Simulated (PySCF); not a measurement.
Cl2La (La(Cl)2)

The calculation's input:

```
mol = gto.M(atom='''
La    -0.00000     0.00000    -0.37940
Cl     2.44574    -0.00000     0.77204
Cl    -2.44574     0.00000     0.77204''',
    basis={'La': 'lcecp-0-SVP', 'Cl': 'def2-SVP'},
    ecp={'La': 'lcecp-0-SVP'},
    charge=0, spin=0)
mf = dft.RKS(mol, xc='PBE0')
mf.grids.atom_grid = (75, 302)  # f atoms: at least (60, 302), unpruned
mf = mf.density_fit()  # La AutoAux, Cl def2-universal-JKFIT
mf.conv_tol = 1e-09; mf.max_cycle = 55
mf.kernel(dm0)
```

Command:

```sh
OMP_NUM_THREADS=2 python run.py
```

Core potentials replace the inner electrons of La.

All numbers below come from RKS PBE0, La lcecp-0-SVP with ECP47, Cl def2-SVP; non-relativistic Hamiltonian with scalar-relativistic core potentials where named; density fitting (PySCF 2.14.0).

> What will maps of the electron density and electron localisation function show?

La–Cl (2.70 Å): ρ at the midpoint is about 0.33 e/Å³; the ELF peaks at about 0.85 in the valence shell of Cl, 0.8 Å from its nucleus, and drops to about 0.20 between the two atoms; a closed-shell, largely ionic contact.

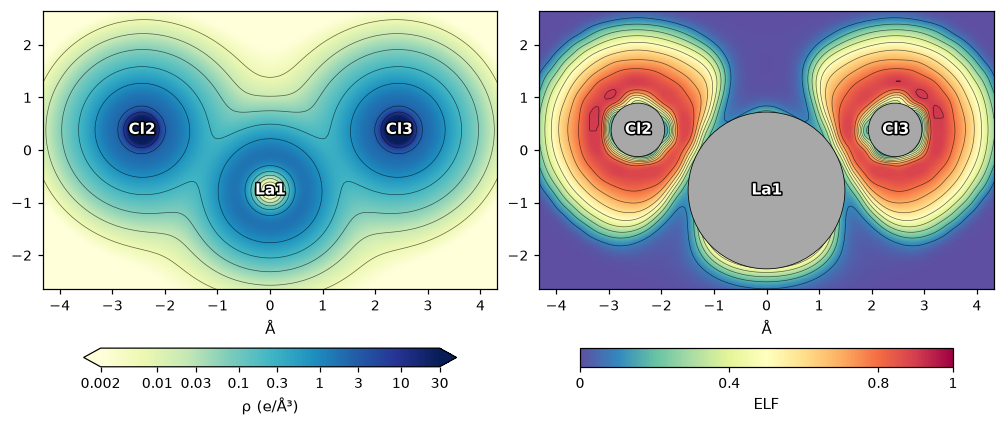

Computed electron density and electron localisation function on the molecular plane, in this order. Grey discs cover the atomic cores in the ELF map. 
